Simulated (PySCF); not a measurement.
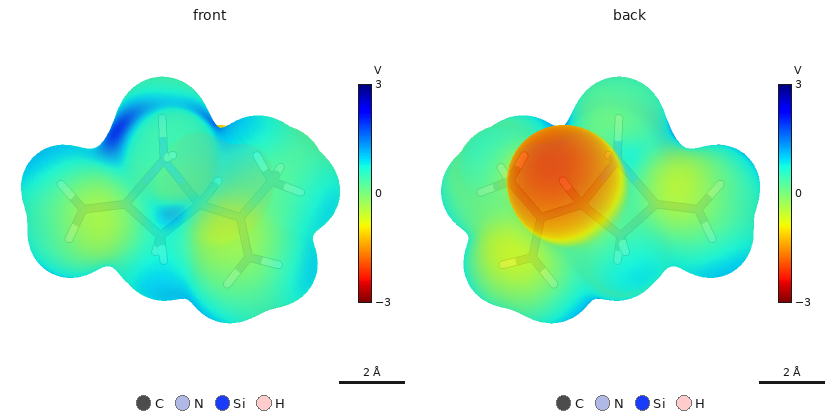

Figure. C8H11NSi (SMILES C=C1C[C@](C#N)(C(=C)C)[SiH2]1). The molecular electrostatic potential painted on the density surface at 0.002 e/bohr³, seen from the front and from behind; the colour scale runs from red (negative) to blue (positive).

Geometry: GFN2-xTB.

The calculation used PBE0/pcSseg-1, SCF density, gas phase, non-relativistic in PySCF.

```yaml
atoms:
  - { symbol: C, position_ang: [3.3401, 0.1683, -0.6383] }
  - { symbol: C, position_ang: [2.0715, 0.0659, -0.2798] }
  - { symbol: C, position_ang: [0.8415, 0.3729, -1.1027] }
  - { symbol: C, position_ang: [-0.2178, -0.3266, -0.2129] }
  - { symbol: C, position_ang: [-0.5459, -1.6060, -0.7561] }
  - { symbol: N, position_ang: [-0.7938, -2.6401, -1.1843] }
  - { symbol: C, position_ang: [-1.4932, 0.3893, 0.1229] }
  - { symbol: C, position_ang: [-1.9086, 1.4895, -0.4851] }
  - { symbol: C, position_ang: [-2.2888, -0.2675, 1.2114] }
  - { symbol: Si, position_ang: [1.1043, -0.5639, 1.2134] }
  - { symbol: H, position_ang: [3.6325, 0.5231, -1.6160] }
  - { symbol: H, position_ang: [4.1425, -0.0969, 0.0301] }
  - { symbol: H, position_ang: [0.8843, -0.0085, -2.1242] }
  - { symbol: H, position_ang: [0.6715, 1.4486, -1.1426] }
  - { symbol: H, position_ang: [-1.3718, 1.9603, -1.2900] }
  - { symbol: H, position_ang: [-2.8314, 1.9661, -0.2003] }
  - { symbol: H, position_ang: [-2.5438, -1.2877, 0.9241] }
  - { symbol: H, position_ang: [-1.7068, -0.3198, 2.1324] }
  - { symbol: H, position_ang: [-3.2068, 0.2805, 1.4069] }
  - { symbol: H, position_ang: [1.3004, -1.9272, 1.6911] }
  - { symbol: H, position_ang: [0.9111, 0.3965, 2.2996] }
```

> Which sites attract a positive test charge, and which a negative one?

A positive charge is drawn to the negative regions and a negative charge to the positive ones. The most negative region (about −2.0 V) lies over N6, the most positive (about +1.9 V) over Si10. N6 is the likeliest acceptor of a hydrogen bond.

> What dipole moment does the calculation give?

Its dipole moment is 4.07 D.
